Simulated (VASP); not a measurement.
Input:

```xyz
3
Lattice="0.0000 2.9652 2.9652 2.9652 0.0000 2.9652 2.9652 2.9652 0.0000" Properties=species:S:1:pos:R:3 pbc="T T T"
Pb     0.0000     0.0000     0.0000
F      1.4826     1.4826     1.4826
F      4.4478     4.4478     4.4478
```

Method: optB86b-vdW, VASP's PBE PAW potentials (set 64) (plane waves; VASP 6.6.1). Run with 520 eV cut-off, 7×7×7 Γ-centred mesh, tetrahedra with Blöchl corrections, potentials Pb_d F.

Unless said otherwise, spin-orbit coupling is left out, though it shifts the bands of the heavy elements here.

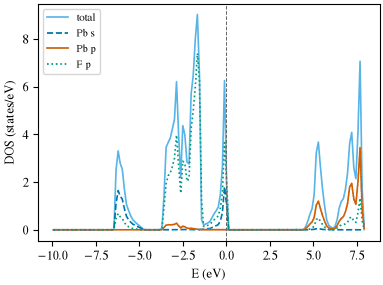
*Total and projected density of states, zero at the valence-band maximum*

Within 2 eV below the valence-band maximum the largest weight inside VASP's projection spheres is F p.

It has a band gap.

The compound is PbF2 in the fluorite structure, the β form. It was relaxed first.
